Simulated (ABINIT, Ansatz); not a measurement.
# A GW chain in ABINIT: WS2 (Tungstenite), part 2 of 2

Aim: the G0W0 gap of WS2 (Tungstenite) on PBE, step by step.

ABINIT 10.8.3; PBE and many-body steps on it, plane waves. Known limits of the many-body steps: not at the basis limit; no spin-orbit coupling; coarse k mesh.

So far. Step 3 (Empty states on the mesh, 6×6×1 mesh, 715 bands): On this mesh the gap is 0.981 eV. Step 4 (Screening, 6×6×1 mesh, 707 bands, screening to 272.1 eV): Local fields lower ε∞ by 11 %. On a Γ-centred mesh this coarse the value itself is usually too large, while a short band sum pulls it down.

## 5. Self-energy, 6×6×1 mesh, 707 bands, screening to 272.1 eV

The self-energy is evaluated for the states that the input lists, and the levels follow from it, in one-shot runs by the linearised quasiparticle equation.

This step: G0W0 on PBE, plane waves, norm-conserving pseudopotentials.

Contents of run.abi:

```
acell 3*1.0 Angstrom
rprim 
  3.153199999992 0.000000000002 0.000000000000
  -1.576599999998 2.730751303206 0.000000000000
  0.000000000000 0.000000000000 12.323000000000
ntypat 2
znucl 74 16
natom 6
typat 1 1 2 2 2 2
xred 
  0.333333333333 0.666666666667 0.250000000000
  0.666666666667 0.333333333333 0.750000000000
  0.333333333333 0.666666666667 0.622500000000
  0.666666666667 0.333333333333 0.122500000000
  0.333333333333 0.666666666667 0.877500000000
  0.666666666667 0.333333333333 0.377500000000
pp_dirpath "pseudos"
pseudos "W.upf, S.upf"
ecut 31
ngkpt 6 6 1
nshiftk 1
shiftk 0 0 0
kptopt 1
chksymbreak 0
istwfk *1
occopt 1
irdwfk 1
optdriver 4
nband 707
gwcalctyp 0
ecutsigx 31
symsigma 1
nkptgw 3
kptgw 
  0.0000000000 0.0000000000 0.0000000000
  0.1666666667 0.1666666667 0.0000000000
  0.3333333333 0.3333333333 0.0000000000
bdgw 
  25 28
  25 28
  25 28
ecuteps 10
irdscr 1
ppmodel 1
indata_prefix "in"
outdata_prefix "out"
tmpdata_prefix "tmp"
```

The run is started by

```bash
$ OMP_NUM_THREADS=1 mpirun -n 8 abinit run.abi > log
```

Numbers of over 12 decimals in the logs are rounded to 6 here.

Log:

```text
.Version 10.8.3 of ABINIT. v10.8.2 released Aug 2026.

 Symmetries : space group P6_3/m m c (#194); Bravais hP (primitive hexag.)
[... echo of the input left out ...]
== DATASET  1 ==================================================================
-   mpi_nproc: 8, omp_nthreads: 1 (-1 if OMP is not activated)

--- !DatasetInfo
iteration_state: {dtset: 1, }
dimensions: {natom: 6, nkpt: 7, mband: 707, nsppol: 1, nspinor: 1, nspden: 1, mpw: 5929, }
cutoff_energies: {ecut:  31.0, pawecutdg:  -1.0, }
electrons: {nelect:   5.20000000E+01, charge:   0.00000000E+00, occopt:   1.00000000E+00, tsmear:   1.00000000E-02, }

 SIGMA: Calculation of the GW corrections

 Based on a program developped by R.W. Godby, V. Olevano, G. Onida, and L. Reining.
 Incorporated in ABINIT by V. Olevano, G.-M. Rignanese, and M. Torrent.
.Using double precision arithmetic ; gwpc =  8

[... cell and pseudopotentials left out ...]
--------------------------------------------------------------------------------

 ==== K-mesh for the wavefunctions ====
 Number of points in the irreducible wedge :     7
[... list of points left out ...]
 Together with 24 symmetry operations and time-reversal symmetry
 yields    36 points in the full Brillouin Zone.

 ==== Q-mesh for screening function ====
 Number of points in the irreducible wedge :     7
[... list of points left out ...]
 Together with 24 symmetry operations and time-reversal symmetry
 yields    36 points in the full Brillouin Zone.

 vcoul_init : cutoff-mode = AUXILIARY_FUNCTION
 q-points for optical limit:   1
     1)      0.000010    0.000020    0.000030
 setmesh: FFT mesh size selected  =    25x   25x  120
          total number of points  =        75000

 Number of electrons calculated from density =   52.0000; Expected =   52.0000
 average of density, n =  0.072620
 r_s =    1.4869
 omega_plasma =   25.9946 [eV]

 === KS Band Gaps ===
  >>>> For spin  1
   Minimum direct gap =   1.8369 [eV], located at k-point      :   0.3333  0.3333  0.0000
   Fundamental gap    =   0.9806 [eV], Top of valence bands at :   0.0000  0.0000  0.0000
                                       Bottom of conduction at :   0.1667  0.1667  0.0000
 SIGMA fundamental parameters:
 PLASMON POLE MODEL  1
 number of plane-waves for SigmaX                 5885
 number of plane-waves for SigmaC and W           1095
 number of plane-waves for wavefunctions          5885
 number of bands                                   707
 number of independent spin polarizations            1
 number of spinorial components                      1
 number of k-points in IBZ                           7
 number of q-points in IBZ                           7
 number of symmetry operations                      24
 number of k-points in BZ                           36
 number of q-points in BZ                           36
 number of frequencies for dSigma/dE                 9
 frequency step for dSigma/dE [eV]                0.25
 number of omega for Sigma on real axis              0
 max omega for Sigma on real axis  [eV]           0.00
 zcut for avoiding poles [eV]                     0.10

 EPSILON^-1 parameters (SCR file):
 dimension of the eps^-1 matrix on file           1095
 dimension of the eps^-1 matrix used              1095
 number of plane-waves for wavefunctions          5885
 number of bands                                   707
 number of q-points in IBZ                           7
 number of frequencies                               2
 number of real frequencies                          1
 number of imag frequencies                          1

 matrix elements of self-energy operator (all in [eV])

 Perturbative Calculation

--- !SelfEnergy_ee
iteration_state: {dtset: 1, }
kpoint     : [   0.000,    0.000,    0.000, ]
spin       : 1
KS_gap     :    2.311
QP_gap     :    2.766
Delta_QP_KS:    0.455
data: !SigmaeeData |
     Band     E0 <VxcDFT>   SigX SigC(E0)      Z dSigC/dE  Sig(E)    E-E0       E
       25   8.288 -14.458 -15.573   0.693   0.785  -0.274 -14.789  -0.331   7.956
       26   9.509 -15.590 -16.105   0.138   0.782  -0.279 -15.884  -0.295   9.214
       27  11.820 -15.225 -10.553  -4.469   0.785  -0.273 -15.065   0.160  11.980
       28  11.820 -15.225 -10.553  -4.469   0.785  -0.273 -15.065   0.160  11.980

--- !SelfEnergy_ee
iteration_state: {dtset: 1, }
kpoint     : [   0.167,    0.167,    0.000, ]
spin       : 1
KS_gap     :    2.486
QP_gap     :    2.866
Delta_QP_KS:    0.380
data: !SigmaeeData |
     Band     E0 <VxcDFT>   SigX SigC(E0)      Z dSigC/dE  Sig(E)    E-E0       E
       25   7.976 -15.191 -16.569   0.950   0.780  -0.281 -15.525  -0.334   7.642
       26   8.004 -15.258 -16.559   0.912   0.781  -0.281 -15.561  -0.303   7.701
       27  10.490 -14.194 -10.097  -4.000   0.791  -0.264 -14.117   0.077  10.566
       28  11.343 -15.406 -10.805  -4.380   0.784  -0.275 -15.233   0.173  11.516

--- !SelfEnergy_ee
iteration_state: {dtset: 1, }
kpoint     : [   0.333,    0.333,    0.000, ]
spin       : 1
KS_gap     :    1.837
QP_gap     :    2.366
Delta_QP_KS:    0.529
data: !SigmaeeData |
     Band     E0 <VxcDFT>   SigX SigC(E0)      Z dSigC/dE  Sig(E)    E-E0       E
       25   8.770 -14.990 -15.614   0.262   0.786  -0.272 -15.275  -0.285   8.485
       26   8.977 -15.421 -15.957   0.197   0.785  -0.274 -15.687  -0.266   8.711
       27  10.814 -16.363 -11.961  -4.068   0.785  -0.273 -16.100   0.263  11.077
       28  10.814 -16.363 -11.961  -4.068   0.785  -0.273 -16.100   0.263  11.077

== END DATASET(S) ==============================================================
================================================================================

 -outvars: echo values of variables after computation  --------
           etotal      0.0000000000E+00
            nband         707
             nkpt           7
          spgroup         194
 [... the other variables as echoed above ...]

 Calculation completed.
```

The job ended after 10 min (8 MPI ranks of Arm Neoverse V2, shared host; peak memory 9.7 GiB).

Numbers from this step:

```
G0W0 gap on the points computed              : 1.352 eV
starting gap on the mesh                     : 0.9806 eV
k of the valence top                         : 0, 0, 0
k of the conduction bottom                   : 0.1667, 0.1667, 0
Z at the valence top                         : 0.782
Z at the conduction bottom                   : 0.791
least direct G0W0 gap on the computed points : 2.366 eV
```

The gap on the mesh goes from 0.98 eV to 1.35 eV, a correction of +0.37 eV.

Limits: finite bands, cutoff and mesh; no spin-orbit coupling; coarse k mesh. v1 is the top filled band, c1 the lowest empty one. The levels before and after the correction (eV, zero at the valence-band top of each column):

|  | conduction bottom | valence top |
| --- | --- | --- |
| Kohn-Sham | 0.98 | 0.00 |
| G0W0 | 1.35 | 0.00 |

|  | level | energy (eV) |
| --- | --- | --- |
| Kohn-Sham | Γ v2 | -1.221 |
| Kohn-Sham | Γ v1 | 0.000 |
| Kohn-Sham | Γ c1-c2 | 2.311 |
| Kohn-Sham | (0.167 0.167 0) v2 | -1.533 |
| Kohn-Sham | (0.167 0.167 0) v1 | -1.505 |
| Kohn-Sham | (0.167 0.167 0) c1 | 0.981 |
| Kohn-Sham | (0.167 0.167 0) c2 | 1.834 |
| G0W0 | Γ v2 | -1.258 |
| G0W0 | Γ v1 | 0.000 |
| G0W0 | Γ c1-c2 | 2.766 |
| G0W0 | (0.167 0.167 0) v2 | -1.572 |
| G0W0 | (0.167 0.167 0) v1 | -1.513 |
| G0W0 | (0.167 0.167 0) c1 | 1.352 |
| G0W0 | (0.167 0.167 0) c2 | 2.302 |

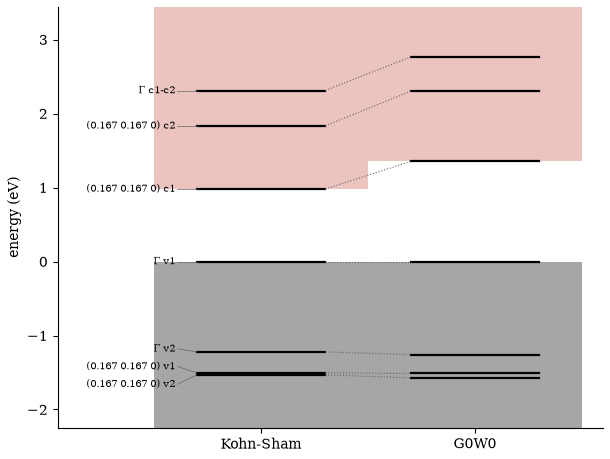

Levels before and after the correction. Shaded: valence and conduction bands.

## 6. Where the time went

Times are wall times on 8 MPI ranks of Arm Neoverse V2, shared host, good to a factor of about two.

| step | time | share | memory (GiB) |
| --- | --- | --- | --- |
| ground state | 21 s | 1 % | 0.76 |
| empty states on the mesh | 2.3 min | 8 % | 15 |
| screening | 18 min | 58 % | 7.4 |
| self-energy | 10 min | 33 % | 9.7 |

## 7. Outcome

```
PBE gap              : 0.98 eV, indirect
G0W0 gap on the mesh : 1.35 eV
GW settings          : 6×6×1 mesh, 707 bands, screening to 272.1 eV, Godby-Needs plasmon pole
known limits         : not at the basis limit; no spin-orbit coupling; coarse k mesh
```

**Reading.** G0W0 moves the gap on the mesh from 0.98 eV to 1.35 eV (+0.37 eV), with Z of 0.78 and 0.79 at the edges. Local fields lower the RPA ε∞ on this mesh from 15.08 to 13.47; a Γ-centred mesh this coarse tends to raise both, most where the direct gap is narrow, while a short band sum lowers them. Only 3 of the mesh's irreducible points were corrected, so a valley elsewhere could overtake. The dearest step here is «screening». Bands and cutoff are finite, so the gap is not at the basis limit. The miss can reach some tenths of an eV and take either sign; the mesh is an error of its own. In the G0W0 run levels were corrected at 3 k points alone, so a gap called «on the mesh» is the least over those, and an edge elsewhere would be missed. The 6×6×1 mesh is coarse for this cell, which bears on the long-range parts of exchange and screening. The many-body steps are scalar-relativistic: spin-orbit coupling is not in them.

[Paths, hosts, dates, memory and timing lines, banners, echoed tables and standing remarks are left out of the program output.]

[Logs are printed without paths, hosts, clocks, repeated set-up lines and the standing remarks that a program may print on its own settings, such as how far it seeks lower states.]

[Runs of the session that timed out or met a known fault of the program may be left out.]

[Hosts, paths, dates, database ids (printed as entryN), source tags and the programs' standing remarks are cut or masked in the printed files.]

[G0W0 gaps are taken among the corrected bands and points alone; a level outside them can change the order at an edge.]

[Where Ansatz stands beside ABINIT at settings called matched, ABINIT's density can come from a denser mesh and the files from another edition; pairs whose starting gaps differed by over 0.03 eV were left out, so agreement reads better than it is.]
